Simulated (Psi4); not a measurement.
**CHBClN (SMILES N#CBCl): MN15/aug-cc-pVQZ (density fitting, sweep point 3)**

What is the vertical ionisation energy of CHBClN at MN15/aug-cc-pVQZ (density fitting, sweep point 3)? 

The calculation is run with Psi4 1.11.

2 further runs of the same task are left out: 1 that didn't finish, 1 set aside as unsound or not needed.

## (1) Starting point

CHBClN: 5 atoms, total charge 0, spin state singlet. SMILES: `N#CBCl`. The coordinates come from a PBE0-D4/def2-TZVP relaxation.

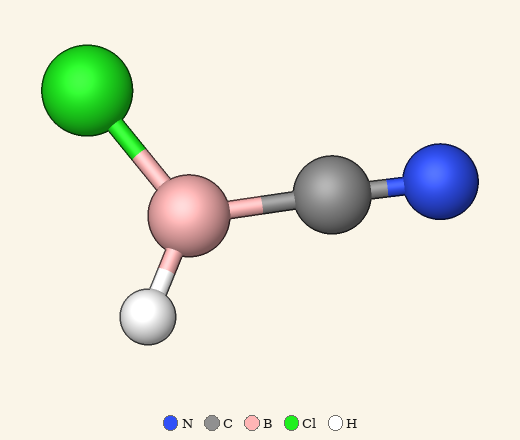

Viewed from a chosen angle; nitrogen blue, carbon grey, boron pink, chlorine green, hydrogen white.

## (2) The energy at MN15/aug-cc-pVQZ (density fitting, sweep point 3)

The input, calc.in:

```
memory 1.6 GB

molecule {
  N      1.053200    -1.411100     1.218200
  C      0.513400    -0.630900     0.564200
  B     -0.176600     0.429700    -0.293300
  Cl    -1.594500     0.005200    -1.176200
  H      0.254400     1.533500    -0.354200
  units angstrom
  symmetry c1
}

set globals {
  basis                aug-cc-pVQZ
  puream               true
  scf_type             df
  dft_radial_points    99
  dft_spherical_points 590
}

e, wfn = energy("mn15", return_wfn=True)
```

Started as:

```sh
$ psi4 -n 1 calc.in calc.out
```

calc.out:

```text
[...]
  Running in c1 symmetry.
[...]
  Nuclear repulsion =  106.510896882930652
[...]
  Multiplicity = 1
[...]
  Nalpha       = 18
  Nbeta        = 18
[...]
    Number of basis functions: 370
[...]
   @DF-RKS iter   1:  -578.21948026656582   -6.36141e-01   1.52105e-03 ADIIS/DIIS
[...]
   @DF-RKS iter   8:  -578.36482864984748   -4.19218e-07   5.68940e-07 DIIS
[...]
    Orbital Energies [Eh]
    ---------------------
    Doubly Occupied:
       1A   -100.493740     2A    -14.135414     3A    -10.088184
       4A     -9.230817     5A     -7.257420     6A     -7.253098
       7A     -7.248007     8A     -6.808009     9A     -0.971962
      10A     -0.914374    11A     -0.659293    12A     -0.525609
      13A     -0.491427    14A     -0.444083    15A     -0.439858
      16A     -0.407357    17A     -0.403993    18A     -0.385985
[...]
  @DF-RKS Final Energy:  -578.36482864984748
   => Energetics <=
    Nuclear Repulsion Energy =            106.5108968829306519
    One-Electron Energy =               -1005.0828807602963479
    Two-Electron Energy =                 345.7679581683625543
    DFT Exchange-Correlation Energy =     -25.5608029408443578
    Empirical Dispersion Energy =           0.0000000000000000
    VV10 Nonlocal Energy =                  0.0000000000000000
    Total Energy =                       -578.3648286498474818
[...]
 Multipole Moments:
 ------------------------------------------------------------------------------------
     Multipole            Electronic (a.u.)      Nuclear  (a.u.)        Total (a.u.)
 ------------------------------------------------------------------------------------
 L = 1.  Multiply by 2.5417464519 to convert [e a0] to [Debye]
 Dipole X            :         -1.7928671            1.3957032           -0.3971639
 Dipole Y            :         -0.0172062            0.7599187            0.7427125
 Dipole Z            :         -1.2915433            0.7534152           -0.5381281
 Magnitude           :                                                    0.9994713
[...]
```

It took 3.7 min on 1 thread of Intel Xeon Platinum 8175M at 2.50GHz (Skylake/Cascade Lake), shared host; peak memory 1.4 GiB.

## (3) The doublet cation

The input, chbcln.in:

```
memory 1.6 GB

molecule {
  1 2
  N      1.053200    -1.411100     1.218200
  C      0.513400    -0.630900     0.564200
  B     -0.176600     0.429700    -0.293300
  Cl    -1.594500     0.005200    -1.176200
  H      0.254400     1.533500    -0.354200
  symmetry c1
}

set reference uks
set puream true
set scf_type df
set dft_radial_points 99
set dft_spherical_points 590
set maxiter 150

energy('mn15/aug-cc-pVQZ')
print_variables()
```

Started as:

```sh
$ psi4 -n 1 chbcln.in chbcln.out
```

chbcln.out:

```text
[...]
  Running in c1 symmetry.
[...]
  Nuclear repulsion =  106.510896882930652
[...]
  Multiplicity = 2
[...]
  Nalpha       = 18
  Nbeta        = 17
[...]
    Number of basis functions: 370
[...]
   @DF-UKS iter   1:  -577.70753300207866   -1.24194e-01   1.63981e-03 DIIS/ADIIS
[...]
   @DF-UKS iter  16:  -577.91134904489320   -1.78581e-07   2.46697e-07 DIIS
[...]
   @S^2 Observed:                7.540117936E-01
[...]
    Orbital Energies [Eh]
    ---------------------
    Alpha Occupied:
       1A   -100.842655     2A    -14.361096     3A    -10.312079
       4A     -9.574304     5A     -7.605773     6A     -7.595045
       7A     -7.588903     8A     -7.075634     9A     -1.233755
      10A     -1.185509    11A     -0.912647    12A     -0.808955
      13A     -0.775556    14A     -0.732519    15A     -0.699933
      16A     -0.641915    17A     -0.628604    18A     -0.620009
    Alpha Virtual:
      19A     -0.336811    20A     -0.205598    21A     -0.142725
      22A     -0.124640    23A     -0.120773    24A     -0.088509
      25A     -0.081234    26A     -0.079449    27A     -0.067831
[...]
  @DF-UKS Final Energy:  -577.91134904489320
   => Energetics <=
    Nuclear Repulsion Energy =            106.5108968829306519
    One-Electron Energy =                -995.1166160268439853
    Two-Electron Energy =                 336.0414223089267693
    DFT Exchange-Correlation Energy =     -25.3470522099065363
    Empirical Dispersion Energy =           0.0000000000000000
    VV10 Nonlocal Energy =                  0.0000000000000000
    Total Energy =                       -577.9113490448931998
[...]
 Multipole Moments:
 ------------------------------------------------------------------------------------
     Multipole            Electronic (a.u.)      Nuclear  (a.u.)        Total (a.u.)
 ------------------------------------------------------------------------------------
 L = 1.  Multiply by 2.5417464519 to convert [e a0] to [Debye]
 Dipole X            :         -2.0949558            1.3957032           -0.6992526
 Dipole Y            :          0.5021481            0.7599187            1.2620668
 Dipole Z            :         -1.6855635            0.7534152           -0.9321484
 Magnitude           :                                                    1.7177507
[...]
```

Run time: 12 min. Hardware: 1 thread of Intel Xeon Platinum 8175M at 2.50GHz (Skylake/Cascade Lake), shared host; peak memory 1.4 GiB.

## (4) What came out

Level: MN15/aug-cc-pVQZ (density fitting, sweep point 3).

| quantity | value |
| --- | --- |
| singlet CHBClN: total energy | -578.36483 Eh |
| singlet CHBClN: dipole moment | 2.54 D |
| singlet CHBClN: HOMO energy | -10.50 eV |
| singlet CHBClN: LUMO energy | -2.71 eV |
| singlet CHBClN: HOMO–LUMO gap | 7.79 eV |
| doublet cation: total energy | -577.91135 Eh |
| doublet cation: HOMO energy (highest over α and β) | -16.72 eV |
| doublet cation: LUMO energy (lowest over α and β) | -14.12 eV |
| doublet cation: ⟨S²⟩ | 0.754 |
| vertical ionisation energy (to the doublet cation) | 12.340 eV |

In words: The vertical ionisation energy comes to 12.34 eV (285 kcal/mol). −ε(HOMO) before ionisation, 10.50 eV, is 1.84 eV below this ionisation energy.
